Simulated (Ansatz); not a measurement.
## Electronic structure of C$_{4}$H$_{12}$N (SMILES C[N+](C)(C)C) (charge +1) in real space

Input file:

```
crystal:
  periodic: [false, false, false]
  atoms:
    - {symbol: C, position_ang: [-0.234035, 0.553805, -1.362793]}
    - {symbol: N, position_ang: [-0.000003, -0.000001, 0.000005]}
    - {symbol: C, position_ang: [1.350265, 0.409547, 0.477226]}
    - {symbol: C, position_ang: [-0.079923, -1.486623, -0.047724]}
    - {symbol: C, position_ang: [-1.036298, 0.523269, 0.933283]}
    - {symbol: H, position_ang: [-0.171604, 1.639742, -1.318180]}
    - {symbol: H, position_ang: [0.526329, 0.164377, -2.037582]}
    - {symbol: H, position_ang: [-1.223276, 0.251169, -1.701854]}
    - {symbol: H, position_ang: [1.512746, -0.001225, 1.472223]}
    - {symbol: H, position_ang: [1.398285, 1.496619, 0.510599]}
    - {symbol: H, position_ang: [2.100101, 0.024529, -0.211732]}
    - {symbol: H, position_ang: [0.090441, -1.881700, 0.952293]}
    - {symbol: H, position_ang: [0.681772, -1.859496, -0.730318]}
    - {symbol: H, position_ang: [-1.068843, -1.775987, -0.399086]}
    - {symbol: H, position_ang: [-0.856093, 0.114614, 1.926095]}
    - {symbol: H, position_ang: [-2.018699, 0.217720, 0.577376]}
    - {symbol: H, position_ang: [-0.971143, 1.609630, 0.960168]}
basis:
  gaussian: {orbitals: def2-TZVPP}
total_charge: 1
hamiltonian: {xc: pbe0, dispersion: d4}
output: {orbitals: {seedname: orbitals}}
```

Launched as:

```sh
ansatz run in.yaml --threads 4 --pin off --events-out ev --progress --plain --max-ram 11315MiB
```

Geometry: PBE0-D4/def2-TZVP.

Computed with RKS PBE0-D4/def2-TZVPP (Ansatz).

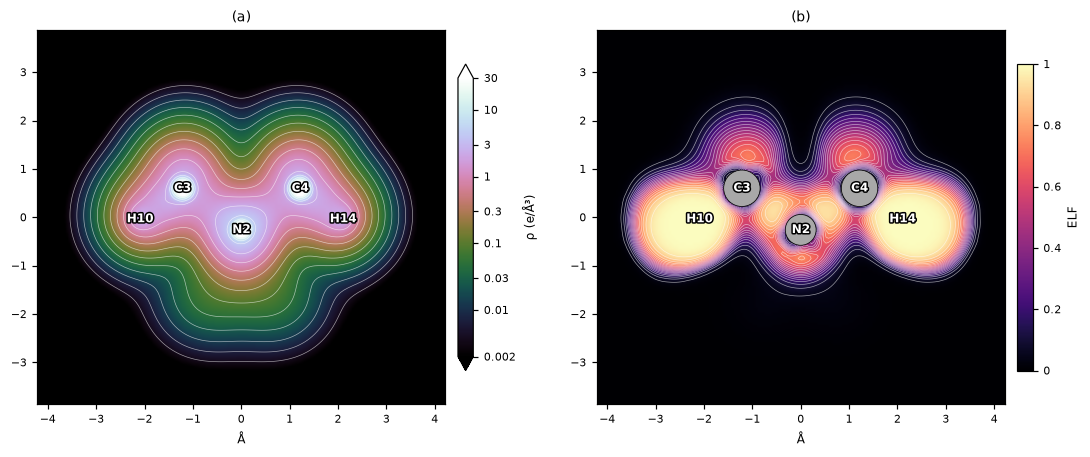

Figure 1. (a) electron density; (b) electron localisation function on the plane of atoms N2, C4 and H14. Grey discs cover the atomic cores in the ELF map.

Q: Interpret the plot.

A:
- The section cuts through N, C and H sites.
- C–N (1.49 Å): ρ is about 1.8 e/Å³ halfway; the ELF peaks at about 0.95 between the atoms; localised, covalent bonding.
- C–H (1.09 Å): the density is about 2.1 e/Å³ at the midpoint; the ELF climbs to about 1 towards the hydrogen, as it does in any bond to H (an ordinary covalent bond to hydrogen).

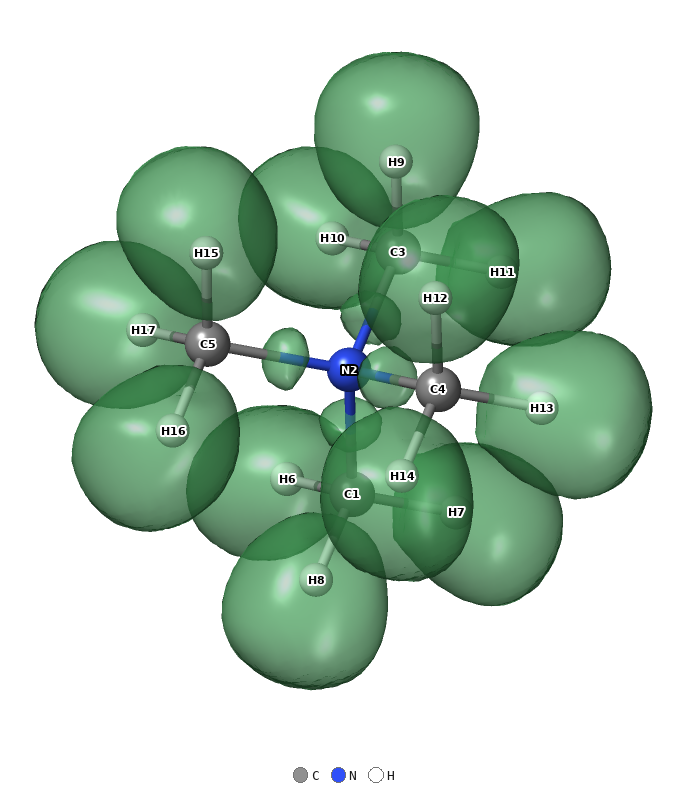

Figure 2. Isosurface of the ELF at 0.85 (green), seen at a tilt. Only the valence region is drawn (cores and ρ < 0.01 e/Å³ removed).

Q: Describe the localisation domains.

A: At this value the surface marks out four regions between bonded C–N atoms (shared pairs) and twelve regions around hydrogen nuclei.

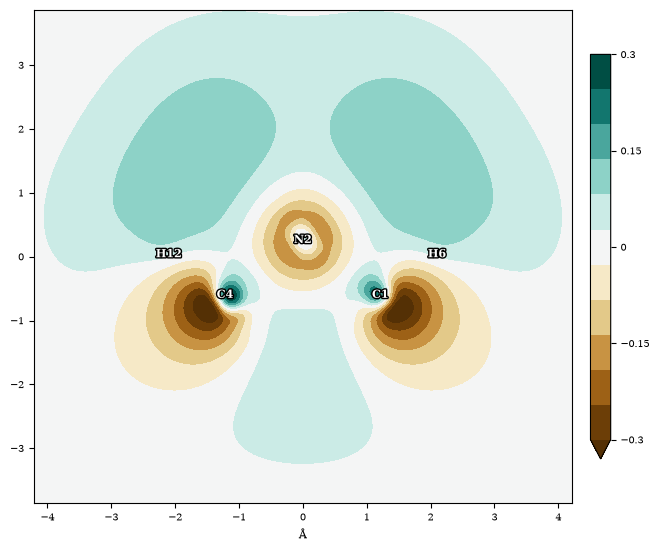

Figure 3. The LUMO on the plane of atoms N2, C4 and H12 (values in Å⁻³ᐟ²; the overall sign is arbitrary).

Q: Where does this orbital lie, and at what energy?

A: No atom holds more than about 10 % of it (Hirshfeld); by element the shares are H 60 % and C 35 %. Its energy is −3.91 eV.

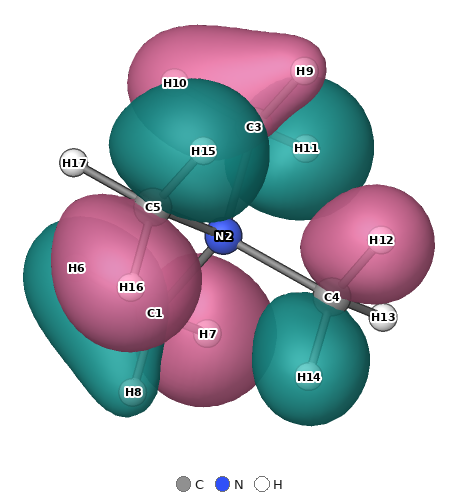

Figure 4. The HOMO at ±0.1 Å⁻³ᐟ² (teal and pink are the two phases), seen at a tilt.

Q: Describe this orbital and give its energy.

A: Its weight (Hirshfeld) is mainly on C5 (about 15 %), C1 (about 15 %), C3 (about 15 %) and C4 (about 10 %). It is one of a degenerate set, so its orientation is arbitrary. Its energy is −16.04 eV.
